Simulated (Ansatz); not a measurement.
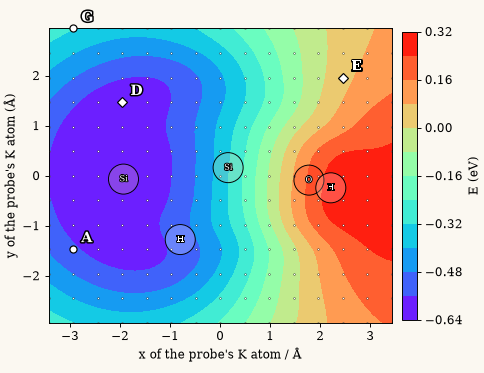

H₂OSi₂ (SMILES O[Si]#[SiH]) with the probe K+. The probe is moved over a plane parallel to the molecule's main plane, 3.54 Å above it. The first coordinate is: x of the probe's K atom; the second: y of the probe's K atom. Nothing is relaxed (molecule and probe rigid). Grid: 15 × 13 points. Points are written as (first, second). Energies are in eV, from molecule and probe far apart, each relaxed in its own basis (no counterpoise correction). Level of theory: RKS PBE0-D4/def2-TZVP in Ansatz 0.2.0.

In the figure: filled contours, dots at the grid points, labelled circles for the molecule's atoms, projected on the plane, lettered points. Between grid points the surface is interpolated.

> Is A the lowest point of the computed grid?

No. A lies 0.07 eV above the lowest grid point, which is at (−1.96 Å, 0.00 Å) [nearest 1 Si at 3.54 Å].

> What kind of point is each of A, D, E: minimum, saddle, maximum or slope?

A: on a slope; D: minimum; E: on a slope. (In these two coordinates alone; a stationary point may lie a little off the grid point.)
